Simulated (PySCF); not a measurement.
**NMR shielding calculation of C$_{3}$H$_{9}$NSi**

The run: NMR shielding calculation of C$_{3}$H$_{9}$NSi. Method and program: GIAO PBE0/pcSseg-1 NMR shielding, non-relativistic, gas phase (PySCF 2.14.0).

The geometry comes from this level: PBE0-D3(BJ)/def2-SVP. Figures and captions count atoms from 1; the log counts them from 0 in places.

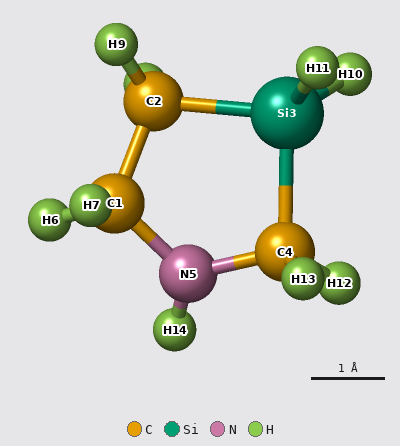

**Figure 1.** The input geometry (ball-and-stick view, seen at a tilt; atoms are numbered from 1 in the order of the input). Bond lengths as drawn: C–C 1.54 Å, C–H 1.10 to 1.11 Å, C–N 1.43 to 1.44 Å, C–Si 1.90 to 1.92 Å, H–N 1.01 Å and H–Si 1.50 Å.

### Summary

| quantity | value |
| --- | --- |
| outcome | converged |
| total energy | −463.595663 hartree |
| HOMO | −5.70 eV |
| LUMO | 1.00 eV |
| dipole moment | 0.94 D |
| isotropic shielding, C | 136.6 to 172.4 ppm |
| isotropic shielding, Si | 379.3 ppm |
| isotropic shielding, N | 242.6 ppm |
| isotropic shielding, H | 27.1 to 30.9 ppm |
| hardware | 1 CPU thread, shared host |
| wall time | 16 s |
| peak memory | 0.69 GiB |

### The input
```
{"job": {"kind": "nmr", "xc": "PBE0", "basis": "pcSseg-1", "pop": false}, "charge": 0, "multiplicity": 1}
C     -0.959166    -0.792176     0.485920
C     -1.216660     0.566655    -0.201070
Si     0.525448     1.302100    -0.339477
C      1.418452    -0.345178     0.065203
N      0.332108    -1.286024     0.101662
H     -1.728528    -1.535226     0.220475
H     -1.042019    -0.648145     1.586593
H     -1.612723     0.412864    -1.218465
H     -1.934898     1.193419     0.348817
H      0.832372     1.821641    -1.708944
H      0.814094     2.392688     0.645572
H      2.150986    -0.603524    -0.717709
H      1.987929    -0.269985     1.017564
H      0.432604    -2.209108    -0.286143
```

The first line tells a small driver script what to run in PySCF; the rest is the geometry in Å.

Command:
```bash
OMP_NUM_THREADS=1 python <driver script> task.json out
```

### Output
```
coarse grid: 11528 points
cycle   1  E = -463.5298413986  dE =  4.073e-01  |g| = 3.828e-01  |ddm| = 3.242e+00
cycle   2  E = -463.5073905076  dE =  2.245e-02  |g| = 4.926e-01  |ddm| = 8.213e-01
cycle   3  E = -463.5673922954  dE = -6.000e-02  |g| = 3.997e-02  |ddm| = 5.205e-01
cycle   4  E = -463.5676733677  dE = -2.811e-04  |g| = 1.932e-02  |ddm| = 5.368e-02
cycle   5  E = -463.5677494884  dE = -7.612e-05  |g| = 5.357e-03  |ddm| = 1.945e-02
cycle   6  E = -463.5677557568  dE = -6.268e-06  |g| = 7.631e-04  |ddm| = 4.978e-03
final grid: 104896 points
cycle   7  E = -463.5956482836  dE = -2.022e-05  |g| = 7.547e-03  |ddm| = 2.044e-02
cycle   8  E = -463.5956374961  dE =  1.079e-05  |g| = 9.999e-03  |ddm| = 1.613e-02
cycle   9  E = -463.5956629057  dE = -2.541e-05  |g| = 5.158e-04  |ddm| = 9.521e-03
cycle  10  E = -463.5956629493  dE = -4.359e-08  |g| = 2.240e-04  |ddm| = 5.805e-04
cycle  11  E = -463.5956629591  dE = -9.779e-09  |g| = 3.408e-05  |ddm| = 1.791e-04
cycle  12  E = -463.5956629593  dE = -2.433e-10  |g| = 9.830e-06  |ddm| = 4.332e-05
```

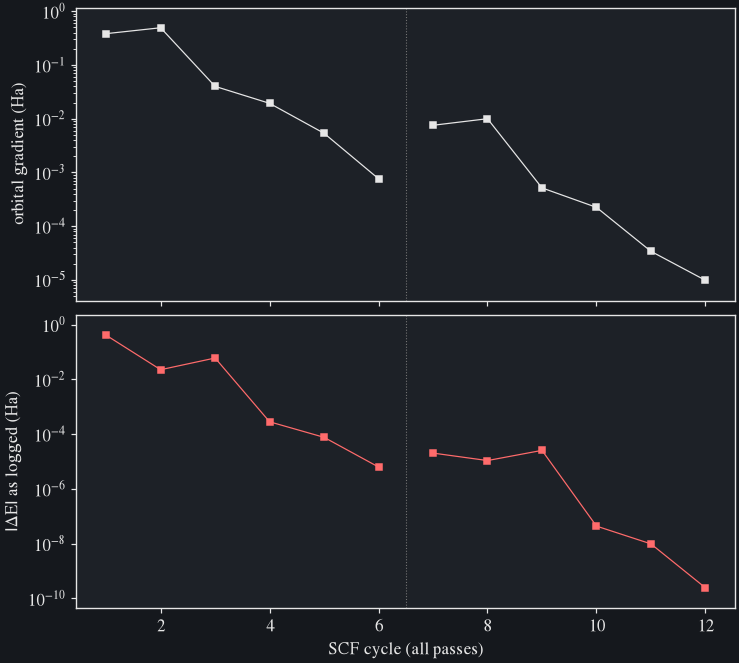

**Figure 2.** Convergence of the self-consistent field: orbital gradient and size of the energy change against the SCF cycle. The dotted line marks the change from a coarse to the final integration grid. The first 6 cycles use a coarse grid, the final grid takes over at cycle 7, and the field converges after 12 cycles in all.

```
converged SCF energy = -463.5956629593

GIAO shielding tensors (ppm)
atom      isotropic    diamagn.    paramagn.     s11        s22        s33       span
  0 C      136.574     242.948    -106.374    103.152    137.654    168.917     65.765
  1 C      172.438     252.206     -79.768    147.636    171.834    197.845     50.209
  2 Si     379.328     879.076    -499.748    323.387    381.085    433.512    110.126
  3 C      156.547     247.952     -91.405    128.428    145.189    196.026     67.598
  4 N      242.626     323.666     -81.040    158.274    254.528    315.076    156.802
  5 H       28.001      29.083      -1.082     22.818     26.768     34.416     11.598
  6 H       28.481      29.248      -0.767     21.773     27.497     36.173     14.400
  7 H       30.405      30.355       0.050     25.424     27.706     38.085     12.660
  8 H       30.484      29.739       0.745     25.805     27.245     38.402     12.597
  9 H       27.229      28.327      -1.098     24.028     24.526     33.132      9.103
 10 H       27.133      28.159      -1.026     23.854     24.494     33.050      9.196
 11 H       28.467      29.220      -0.753     24.111     26.167     35.125     11.014
 12 H       28.785      28.655       0.130     22.643     26.448     37.263     14.620
 13 H       30.946      33.271      -2.325     20.297     28.752     43.788     23.491
```

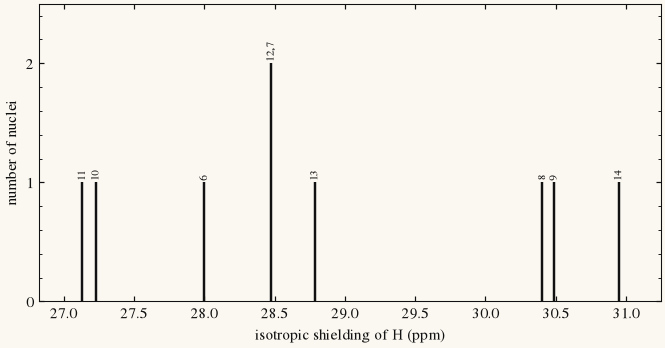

**Figure 3.** Isotropic shieldings of the hydrogen nuclei in this fixed geometry, labelled by atom number; shielding grows to the right, so chemical shift grows to the left. The least shielded is H11 (27.1 ppm), the most shielded H14 (30.9 ppm).

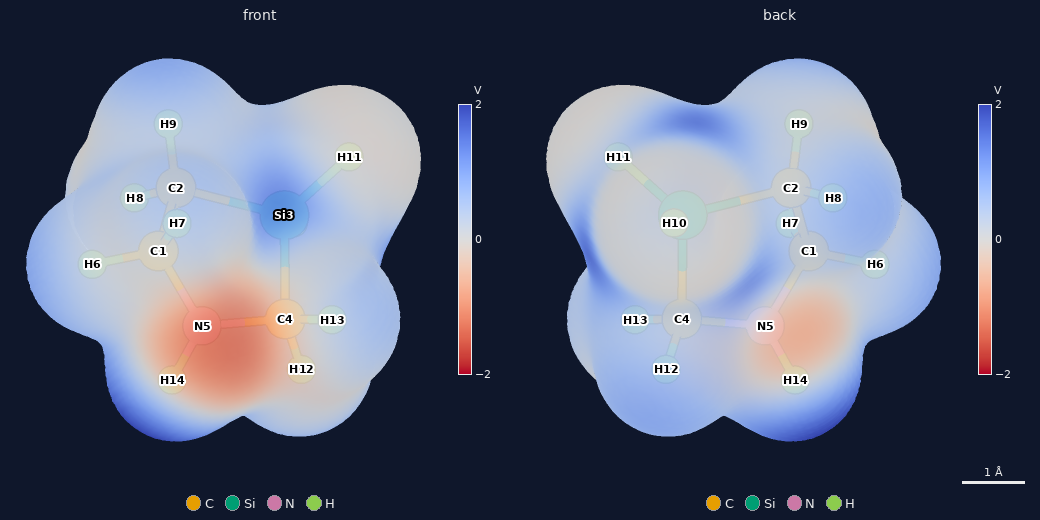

**Figure 4.** The electrostatic potential painted on the density surface at 0.004 e/bohr³, seen at a tilt and from behind; the colour scale runs from red (negative) to blue (positive).

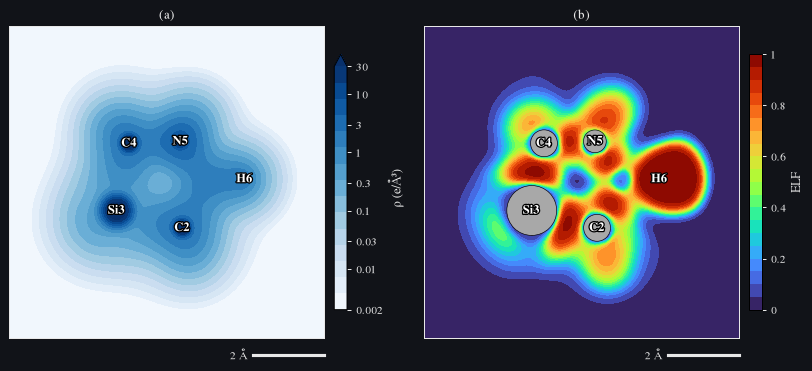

**Figure 5.** (a) total electron density; (b) ELF on the plane of atoms C2, Si3 and C4. Grey discs, where drawn, cover atomic cores. The plane passes through C, Si, N and H nuclei. C–N (1.44 Å): ρ at the midpoint is about 1.9 e/Å³; the ELF peaks at about 0.90 between the atoms, as expected for localised, shared-pair bonding.
